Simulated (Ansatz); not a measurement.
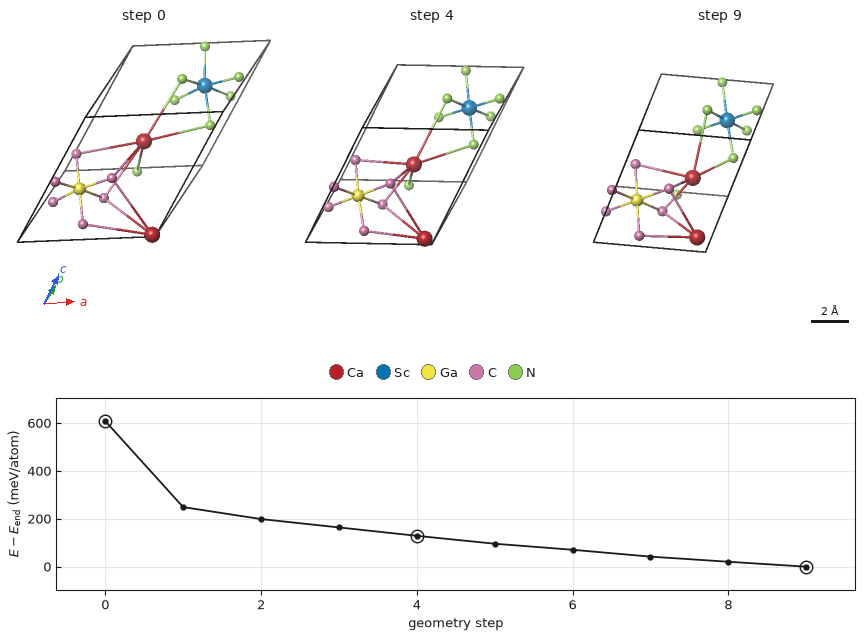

Frames of a relaxation of a crystal of Ca₂ScGaC₆N₆ (a generated structure, set up in P1) (coarse preliminary run), marked on the history of the run. Style: ball-and-stick. Shown: the cell of the calculation, reduced to other axes (origin shifted), from a free direction. Lengths and directions refer to the drawn axes.

Computed with Ansatz, DFT PBE, scalar-relativistic, plane waves, PAW.

Input file:
```yaml
crystal:
  lattice:
    - [-0.0755222557, 5.4659870347, 5.6015378698]
    - [5.500266353, -0.1047214309, 5.6307370451]
    - [5.4345120741, 5.4294319311, -0.0389671521]
  atoms:
    - { symbol: Ca, position: [0.2359277668, 0.2355258883, 0.2664074599] }
    - { symbol: Ca, position: [0.7530733705, 0.7418262675, 0.7355170994] }
    - { symbol: Sc, position: [0.508300166, 0.5156047242, 0.4761594711] }
    - { symbol: Ga, position: [-0.0179818351, 1.0122804501, -0.0050131945] }
    - { symbol: C, position: [0.8148078817, 0.1843798007, 0.2034872849] }
    - { symbol: C, position: [0.2133398239, 0.7970792899, 0.1991788963] }
    - { symbol: C, position: [0.1816393758, 0.1852610879, 0.8189257276] }
    - { symbol: C, position: [0.1615448062, 0.8112627585, 0.8410777787] }
    - { symbol: C, position: [0.8287811805, 0.1649270469, 0.7964883784] }
    - { symbol: C, position: [0.817182394, 0.8154124463, 0.1739257634] }
    - { symbol: "N", position: [0.7043207686, 0.2962342603, 0.2983967486] }
    - { symbol: "N", position: [0.306007904, 0.6938197112, 0.2933764466] }
    - { symbol: "N", position: [0.3186538741, 0.2973999481, 0.6886622558] }
    - { symbol: "N", position: [0.2998377901, 0.6940105803, 0.708058275] }
    - { symbol: "N", position: [0.6899635337, 0.3189563597, 0.6969907327] }
    - { symbol: "N", position: [0.6846011993, 0.7360193802, 0.3083608761] }
basis:
  ecutwfc: 420
kpoints:
  mp_grid: { grid: [4, 4, 4] }
hamiltonian:
  xc: pbe
scf:
  occupations: { method: gaussian, width: 0.2 }
  lower_state_search: "off"
output:
  forces: true
  stress: true
  eigenvalues: true
relax:
  adjacent_minimum: "off"
  f_tol: 0.025
  max_steps: 60
  cell: { stress_tol: 0.25 }
```

Launched with:
```bash
ansatz run input.yaml --threads 1 --pin off --max-ram 2560MiB --backend cpu --events-out ev --progress --plain --runs-dir out
```

Describe the path.

Answer. The run was cut off at its time limit before the relaxation converged, so the last structure is only a point on the way. The energy falls by 608 meV per atom in 9 geometry steps. Largest force component: 24 eV/Å at the start, 0.85 eV/Å at the end. The pressure goes from −2.87 to 0.08 GPa. The largest move relative to the cell is that of Ca1, 0.99 Å along [3 −2 −2]. By element the largest moves are Ca 0.99 Å, C 0.50 Å, N 0.22 Å, Sc 0.13 Å, Ga 0.12 Å. The drawn cell changes as follows: a 7.682 → 6.220 Å (−19.0 %), b 7.827 → 7.073 Å (−9.6 %), c 7.872 → 6.874 Å (−12.7 %), α 60.3° → 76.8°, β 61.2° → 75.5°, γ 61.1° → 76.3°; the volume changes by −18.0 %. Among the contacts that change: Ca1–Ca2 5.505 → 3.518 Å, Ca2–C8 3.980 → 2.580 Å, Ca2–C9 3.923 → 2.593 Å, Ca1–C6 3.824 → 2.539 Å. Bond angles that change, for instance: Ga4–C6–N12 174.4° → 138.6°, Ga4–C7–N13 175.9° → 140.7°, Ga4–C8–N14 171.0° → 140.1°. The space group stays P1 (No. 1). From step 0 to 4: Ca1 moves most (0.63 Å), volume −8.6 %, energy −480 meV per atom. From step 4 to 9: Ca1 moves most (0.59 Å), volume −10.3 %, energy −129 meV per atom.

```
step  E − E(0), meV/atom  largest force component, eV/Å  pressure, GPa  volume, Å³/atom
   0                0.00                        24.1385          -2.87           21.326
   1             -359.45                         5.1207          -2.47           20.250
   2             -409.45                         2.6254           1.24           19.760
   3             -444.42                         0.7652          -0.14           19.742
   4             -479.54                         1.3686          -1.10           19.490
   5             -512.50                         2.2440          -1.63           19.072
   6             -537.80                         2.5608          -1.62           18.659
   7             -566.45                         1.7248          -0.66           18.233
   8             -587.86                         1.2122           0.22           17.788
   9             -608.40                         0.8468           0.08           17.492
```
